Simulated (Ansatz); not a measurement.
```xyz
2

F    -0.4775   -0.2973   -2.7370
F     0.1458   -0.0831   -1.5200
```

Geometry: PBE0-D4/def2-TZVP.

Theory: RKS PBE0-D4/def2-TZVPPD in Ansatz 0.2.0.

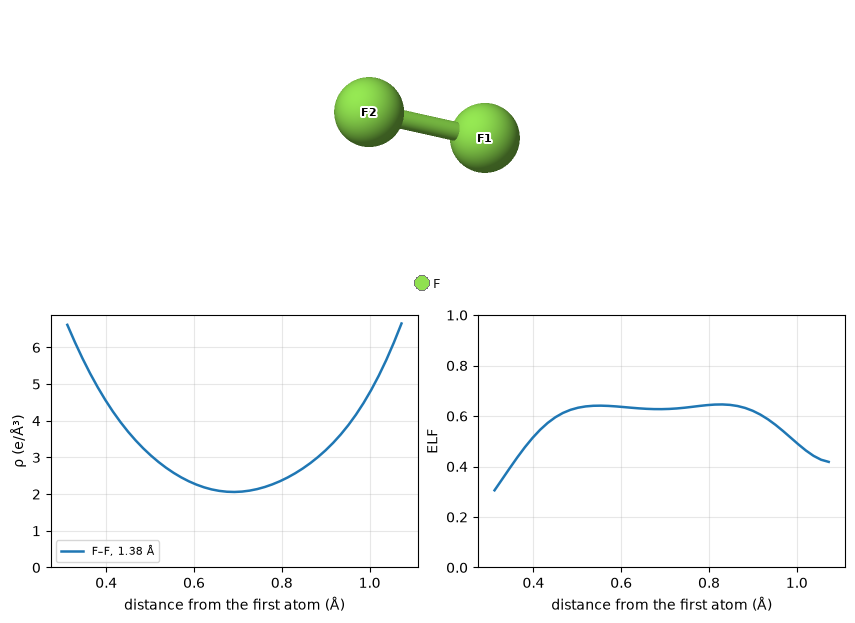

F2. Total electron density and ELF along straight lines between neighbouring atoms. The curves leave out the atomic cores. The structure is drawn too.

Question: What can be read from the curves?

Answer: F–F (1.38 Å): ρ is about 2.1 e/Å³ halfway; the ELF peaks at about 0.65 between the atoms.
